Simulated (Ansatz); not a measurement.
System: B2ClHOSi (SMILES ClBB1[O+]=[Si-]1).

The calculation's input:

```
crystal:
  periodic: [false, false, false]
  atoms:
    - {symbol: B, position_ang: [0.865492, 0.539450, -0.338634]}
    - {symbol: B, position_ang: [0.321876, 2.098875, -0.399828]}
    - {symbol: Cl, position_ang: [0.784263, 3.111539, -1.760824]}
    - {symbol: O, position_ang: [0.529428, -0.728395, -0.678794]}
    - {symbol: Si, position_ang: [2.106258, -0.933951, 0.065058]}
    - {symbol: H, position_ang: [-0.277920, 2.637867, 0.499215]}
basis:
  gaussian:
    orbitals: def2-TZVPD
hamiltonian:
  xc: {name: PBE0}
output: {forces: true, orbitals: {seedname: orbitals}}
```

Command:

```sh
ansatz run input.yaml --threads 1 --pin off --max-ram 2610MiB --events-out events.jsonl --progress --plain --runs-dir runs
```

Geometry: PBE0-D3(BJ)/def2-SVP.

All numbers below come from Ansatz, isolated molecule in a Gaussian basis; Kohn-Sham density functional theory, functional PBE0.

**What will maps of the electron density and electron localisation function show?**

B–O (1.36 Å): ρ at the midpoint is about 2.1 e/Å³; the ELF peaks at about 0.85 between the atoms (a polar covalent bond).
B–B (1.65 Å): ρ is about 1.1 e/Å³ halfway; the ELF peaks at about 1 between the atoms: a covalent bond.
Si–O (1.76 Å): ρ is about 0.94 e/Å³ halfway; the ELF peaks at about 0.80 between the atoms: a shared but strongly polarised pair.
Si–B (1.97 Å): ρ at the midpoint is about 0.69 e/Å³; the ELF peaks at about 0.65 between the atoms.

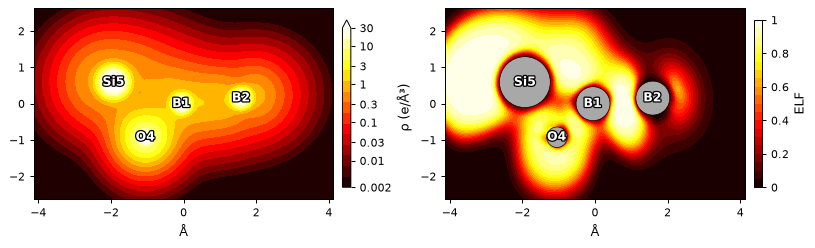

Computed electron density and electron localisation function on the plane of atoms B1, O4 and Si5, in this order. Grey discs cover the atomic cores in the ELF map. 
